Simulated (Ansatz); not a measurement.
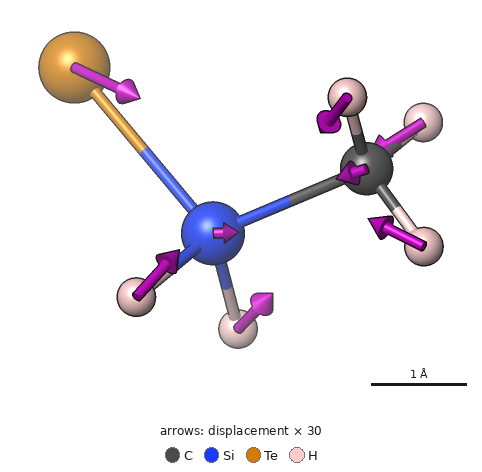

This is a relaxation of CH5SiTe (multiplicity 2). The starting structure is drawn; purple arrows show the displacements, magnified 30 times. The two geometries are superimposed by the best rigid fit.

The picture is a ball-and-stick view, seen at a tilt.

The start comes from PBE-D4/def2-SVP.

These are results of UKS PBE0-D4/def2-TZVP (Ansatz 0.2.0), not measurements.

Input file:
```yaml
crystal:
  periodic: [false, false, false]
  atoms:
    - {symbol: C, position_ang: [-0.684288, 0.784182, -0.167851]}
    - {symbol: Si, position_ang: [0.507399, -0.677316, -0.068812]}
    - {symbol: Te, position_ang: [1.772998, -0.815585, 2.102441]}
    - {symbol: H, position_ang: [-1.221278, 0.778514, -1.139916]}
    - {symbol: H, position_ang: [-0.134025, 1.742010, -0.078358]}
    - {symbol: H, position_ang: [-1.430960, 0.736764, 0.649248]}
    - {symbol: H, position_ang: [1.516459, -0.617702, -1.187388]}
    - {symbol: H, position_ang: [-0.234305, -1.987968, -0.165162]}
basis:
  gaussian: {orbitals: def2-TZVP}
magnetization: {spin_polarized: true, initial_magnetization: 1}
hamiltonian: {xc: pbe0, dispersion: d4}
relax: {f_tol: 0.005, max_steps: 150}
```

What did the optimiser do to the structure, and how much energy did it gain?

Answer. The atom that moves furthest after the best rigid fit is Te3 (0.035 Å). Largest moves by element: Te 0.035 Å, H 0.026 Å, C 0.013 Å, Si 0.009 Å. Among the contacts that change: Si2–Te3 2.517 → 2.491 Å, C1–Si2 1.888 → 1.867 Å, Si2–H7 1.508 → 1.488 Å, C1–H4 1.111 → 1.094 Å. Over 4 geometry steps the energy falls by 2.78 kJ/mol. Largest force component: 0.47 eV/Å at the start, 0.0038 eV/Å at the end. The run took about 3 core-minutes on a shared host.
